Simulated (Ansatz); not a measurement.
Base system: ScAgSe$_{2}$ (space group P-3m1, No. 164; a = 3.897 Å, c = 6.627 Å; a cell from a computed database, its experimental status unchecked).

Modification: a hydrostatic pressure of 5 GPa.

The values are results of r2SCAN in Ansatz (plane waves to 500 eV, PAW, scalar-relativistic without spin-orbit coupling), earlier PAW set, not measurements.

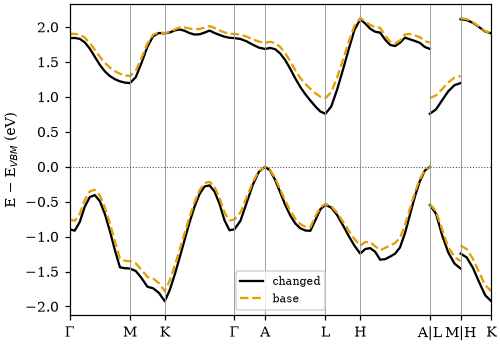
*Highest valence and lowest conduction band along the path, each from its own valence-band maximum*

The gap is 0.76 eV, indirect, A → L; the base has 0.98 eV.

Load acts through the strain it causes; cell and atoms are relaxed under it. No phonon test of stability was made. Competing high-pressure phases were not computed. All final runs are without spin polarisation.

Ansatz is a program for electronic structure.
